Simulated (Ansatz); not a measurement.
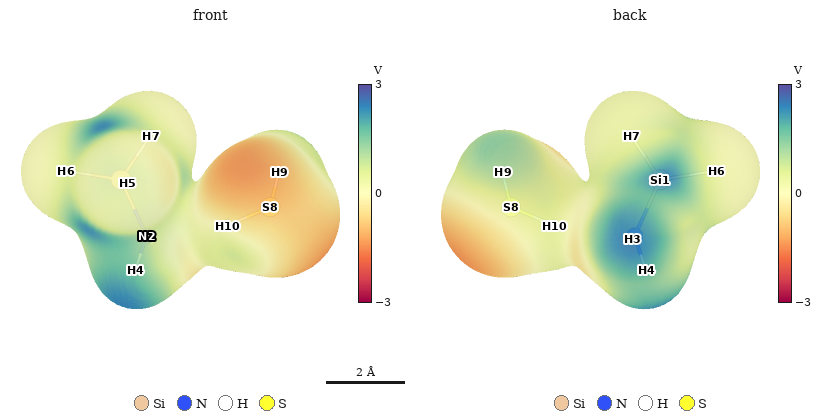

Figure. H5NSi···H2S. The electrostatic potential painted on the density surface at 0.004 e/bohr³, seen from the front and from behind; red is negative and blue positive.

Theory: RKS BHLYP-D4/def2-SVP (Ansatz).

```yaml
atoms:
  - { symbol: Si, position_ang: [-0.1508, 0.3638, 0.1300] }
  - { symbol: N, position_ang: [-0.0237, 0.0745, 1.8387] }
  - { symbol: H, position_ang: [-0.8605, -0.1397, 2.3589] }
  - { symbol: H, position_ang: [0.5731, 0.6750, 2.3865] }
  - { symbol: H, position_ang: [1.2197, 0.4822, -0.4095] }
  - { symbol: H, position_ang: [-0.8962, 1.5975, -0.2369] }
  - { symbol: H, position_ang: [-0.8653, -0.7851, -0.4678] }
  - { symbol: S, position_ang: [1.7532, -2.9422, 1.2534] }
  - { symbol: H, position_ang: [0.6140, -3.5748, 0.9403] }
  - { symbol: H, position_ang: [1.1076, -1.8468, 1.6999] }
```

Describe the electrostatic potential map.

Answer. The most negative region (about −1.4 V, or −32 kcal/mol for a unit charge) lies over S8, the most positive (about +2.4 V, or +55 kcal/mol for a unit charge) over Si1, H3 and H4.
